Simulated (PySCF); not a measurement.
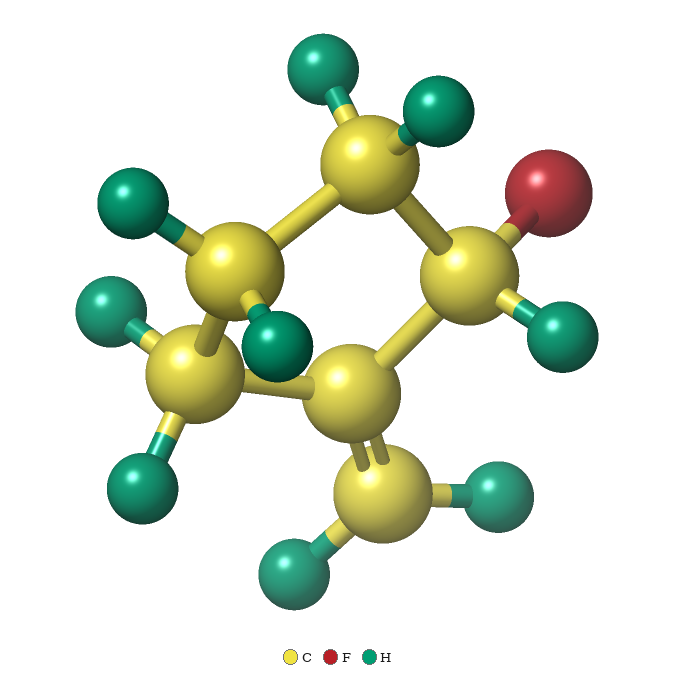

Ball-and-stick drawing of a structure.

Computed geometry: GFN2-xTB optimisation. No frequency run is at hand to confirm it as a minimum.

Give the formula.

C6H9F, 16 atoms: 6 carbon, 9 hydrogen and 1 fluorine.

Give the symmetry (Schoenflies symbol).

C1.

Count the bonded pairs by element.

9 C–H, 6 C–C, 1 C–F.

The parts below concern this one geometry. Atoms keep their numbers from picture to picture.

## Polarisability

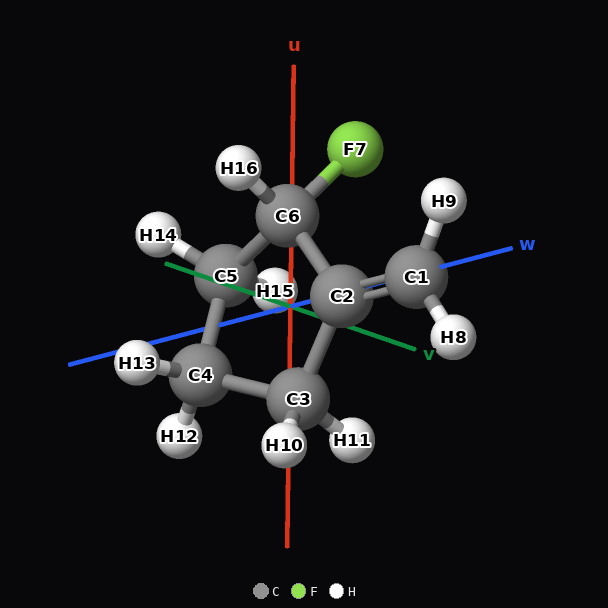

The lines u, v and w are the principal axes of the static dipole polarisability. No frequency run is at hand to confirm it as a minimum. Level of theory: PBE0/def2-SVPD (PySCF 2.14.0).

Along which axis is the molecule most polarisable, and along which least?

Most along w (nearly parallel to the C1–C2 bond), least along v.

Give the three principal values.

u 68.0, v 56.0, w 83.9 bohr³; mean 69.3, anisotropy 24.3 bohr³.

## Charges

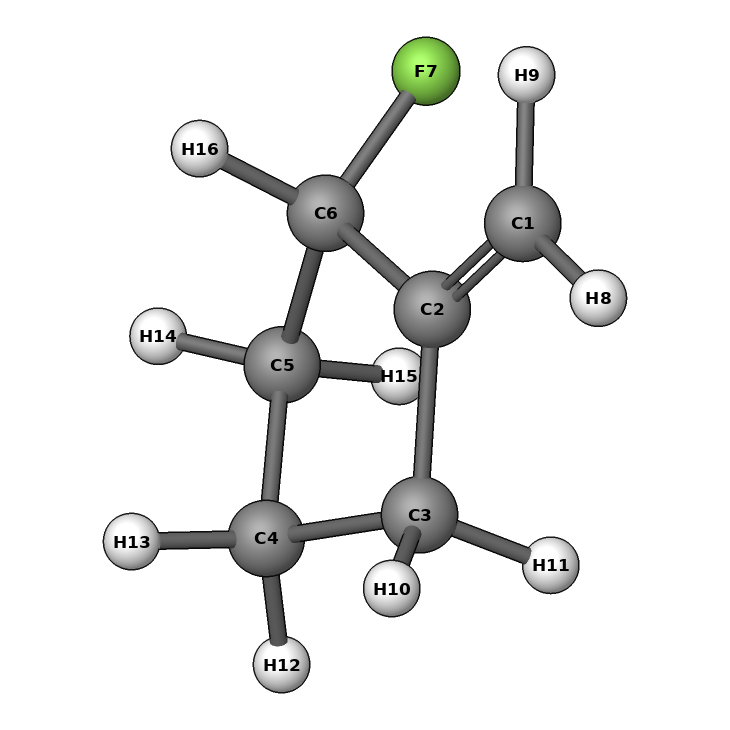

The questions are on IAO charges. No frequency run is at hand to confirm it as a minimum. Method: PBE0/pcSseg-1, gas phase (PySCF 2.14.0).

Give the IAO charges atom by atom.

```json
{"atom": "C1", "value (e)": "−0.32"}
{"atom": "C2", "value (e)": "−0.01"}
{"atom": "C3", "value (e)": "−0.28"}
{"atom": "C4", "value (e)": "−0.26"}
{"atom": "C5", "value (e)": "−0.28"}
{"atom": "C6", "value (e)": "0.17"}
{"atom": "F7", "value (e)": "−0.33"}
{"atom": "H8", "value (e)": "0.15"}
{"atom": "H9", "value (e)": "0.15"}
{"atom": "H10", "value (e)": "0.15"}
{"atom": "H11", "value (e)": "0.15"}
{"atom": "H12", "value (e)": "0.14"}
{"atom": "H13", "value (e)": "0.13"}
{"atom": "H14", "value (e)": "0.14"}
{"atom": "H15", "value (e)": "0.15"}
{"atom": "H16", "value (e)": "0.14"}
```

## Ring current

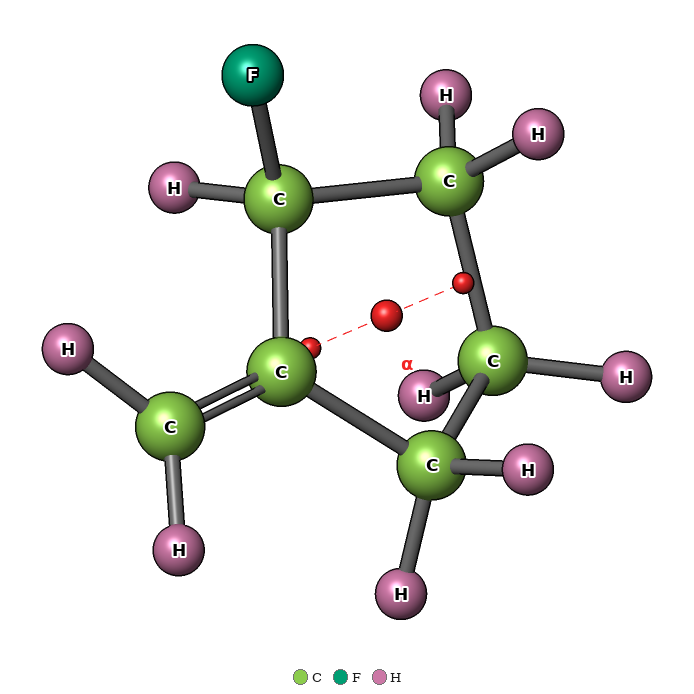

The small points mark where nucleus-independent chemical shifts (NICS) were computed: at the centre of each lettered ring and 1 Å above and below it. No frequency run is at hand to confirm it as a minimum. Properties computed with GIAO PBE0/pcSseg-1 NMR shielding, non-relativistic, gas phase (PySCF 2.14.0).

Give NICS(0), NICS(1) and the out-of-plane component NICS(1)zz for each ring (means of the two sides).

| ring | members | NICS(0) | NICS(1) | NICS(1)zz |
| --- | --- | --- | --- | --- |
| α | C5 | −3.2 | −3.6 | −2.4 |

Values in ppm.

What do the values say about the ring currents?

Ring α: weak, as in a non-aromatic ring. NICS is one index among several.
